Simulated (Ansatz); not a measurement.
## Single-point calculation, with input and output: C₂H₇NSn

The run: single-point calculation of C₂H₇NSn. Method and program: RKS wB97X-V/def2-TZVPP (Ansatz 0.2.0).

The geometry comes from this level: PBE0-D4/def2-TZVP.

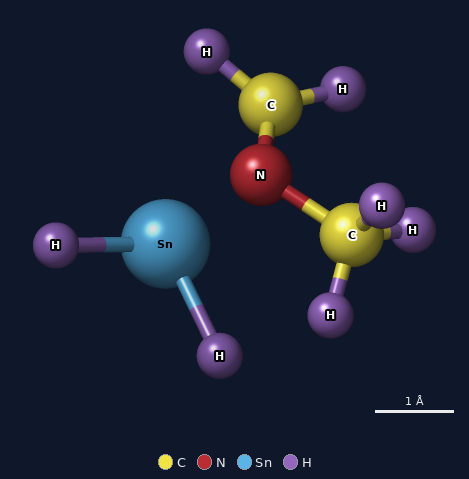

*The input geometry (ball-and-stick view, seen at a tilt). Sticks mark near contacts.*

Bond lengths as drawn: C–H 1.09 to 1.10 Å, C–N 1.28 to 1.44 Å and H–Sn 1.76 Å.

Results in brief

```csv
quantity,value
outcome,converged
total energy,−9507.5034 eV
SCF solution under orbital rotations,stable
HOMO,−8.09 eV
LUMO,0.16 eV
hardware,"4 threads of Oxide Virtual Turin-like, 27 GiB of memory available, shared host"
wall time,5.5 s (CPU time 18 s)
peak memory,0.71 GiB
```

Input
```yaml
crystal:
  periodic: [false, false, false]
  atoms:
    - {symbol: C, position_ang: [-0.941118, 1.081812, 0.015095]}
    - {symbol: N, position_ang: [0.310506, 0.501563, 0.444080]}
    - {symbol: C, position_ang: [0.254191, -0.538274, 1.189004]}
    - {symbol: Sn, position_ang: [1.034511, -1.629538, -1.076717]}
    - {symbol: H, position_ang: [-1.798415, 0.403994, 0.121509]}
    - {symbol: H, position_ang: [-1.117517, 1.970182, 0.630468]}
    - {symbol: H, position_ang: [-0.862304, 1.410751, -1.019464]}
    - {symbol: H, position_ang: [-0.687435, -1.007168, 1.500256]}
    - {symbol: H, position_ang: [1.172839, -0.913860, 1.639166]}
    - {symbol: H, position_ang: [2.545584, -0.744495, -1.231296]}
    - {symbol: H, position_ang: [0.154459, -0.591769, -2.191503]}
basis:
  gaussian: {orbitals: def2-TZVPP}
hamiltonian: {xc: {name: wB97X-V}}
output: {orbitals: {seedname: orbitals}}
```

What the program printed
```
Functional definition: wB97X-V
  name "wB97X-V"
  cite "Mardirossian & Head-Gordon, Phys. Chem. Chem. Phys. 16, 9904 (2014) doi:10.1039/C3CP54374A"
  cite "Becke, J. Chem. Phys. 107, 8554 (1997) doi:10.1063/1.475007"
  cite "Vydrov & Van Voorhis, J. Chem. Phys. 133, 244103 (2010) doi:10.1063/1.3521275"
  parameter omega = 0.3/bohr
  parameter cx = 0.167
  parameter cx1 = 0.603
  parameter cx2 = 1.194
  parameter css0 = 0.556
  parameter css1 = -0.257
  parameter cos0 = 1.219
  parameter cos1 = -1.850
  parameter b = 6.0
  parameter c = 0.01
  exchange = spin_sum(e_x_unif_sr(omega)*poly(b97_u_x, 1 - cx, cx1, cx2)) + cx*exact_x_sr(omega) + exact_x_lr(omega)
  correlation = spin_sum(e_c_pw_same_spin*poly(b97_u_same, css0, css1))
      + integral(e_c_pw_opposite_spin*poly(b97_u_opposite, cos0, cos1)) + vv10(b, c)
1360 factors; their error is unknown
342 factors; integrals over basis functions are off by at most 8.7e-6 eV
mean field evaluation 1: about -9502.5079 eV, gradient 4.4e1 eV
mean field evaluation 2: about -9501.7983 eV, gradient 5.1e1 eV
mean field evaluation 4: about -9507.4150 eV, gradient 3.3e0 eV
mean field evaluation 8: about -9507.4659 eV, gradient 1.7e-1 eV
mean field evaluation 16: about -9507.5034 eV, gradient 8.8e-4 eV
mean field -9507.50337759 eV, -349.3943047092 hartree, gradient 4.5e-5 eV, S^2 0.000000; 0 other end points of the search recorded, 0 dependent functions left out
reference -9507.50337515 eV, -349.3943046195 hartree; 24, 24 occupied and 217, 217 virtual orbitals, 1360 factors
Total energy: -9507.50337515 eV, -349.3943046195 hartree
```

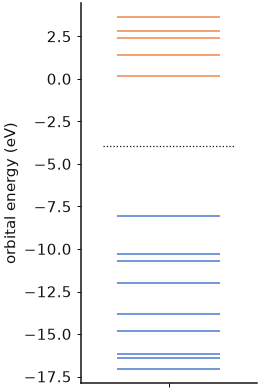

*Orbital energies near the frontier; the dotted line parts filled from empty levels, and levels within 0.02 eV of each other stand side by side.*

Highest filled −8.09 eV, lowest empty 0.16 eV, 8.25 eV apart.
